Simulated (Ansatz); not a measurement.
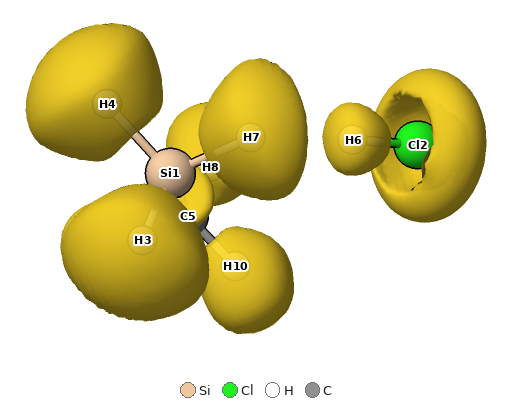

Figure. CH6Si···HCl. Isosurface of the ELF at 0.85 (yellow), seen at an oblique angle. Only the valence region is drawn (cores and ρ < 0.01 e/Å³ removed).

The product side of a reaction path; geometry: PBE0-D4/def2-TZVP.

All numbers below come from Ansatz 0.2.0, RKS PBE0-D4/def2-TZVPP.

The calculation's input:

```
crystal:
  periodic: [false, false, false]
  atoms:
    - {symbol: Si, position_ang: [-0.614454, -0.652502, 0.704855]}
    - {symbol: Cl, position_ang: [3.080844, 0.322062, -0.830357]}
    - {symbol: H, position_ang: [-1.384469, -1.847518, 0.271665]}
    - {symbol: H, position_ang: [-1.099057, -0.222919, 2.042492]}
    - {symbol: C, position_ang: [-0.731699, 0.729582, -0.544161]}
    - {symbol: H, position_ang: [2.213195, -0.293208, -0.107551]}
    - {symbol: H, position_ang: [0.808105, -1.085261, 0.872901]}
    - {symbol: H, position_ang: [-0.146879, 1.595013, -0.225325]}
    - {symbol: H, position_ang: [-1.770199, 1.045486, -0.666438]}
    - {symbol: H, position_ang: [-0.355288, 0.409264, -1.517981]}
basis:
  gaussian: {orbitals: def2-TZVPP}
hamiltonian: {xc: pbe0, dispersion: d4}
output: {orbitals: {seedname: orbitals}}
```

Run with:

```sh
ansatz run in.yaml --threads 4 --pin off --events-out ev --progress --plain --max-ram 9574MiB
```

Question: Where are the electrons localised?

Answer: The surface consists of one region between bonded C–Si atoms (shared pairs), seven regions around hydrogen nuclei and one ring or bowl of non-bonding electrons around Cl. Profiles from the grid: H6···H7 (1.89 Å): the ELF dips to about 0.10 between them. C–Si (1.87 Å): the ELF peaks at about 0.95 between the atoms (a shared electron pair).
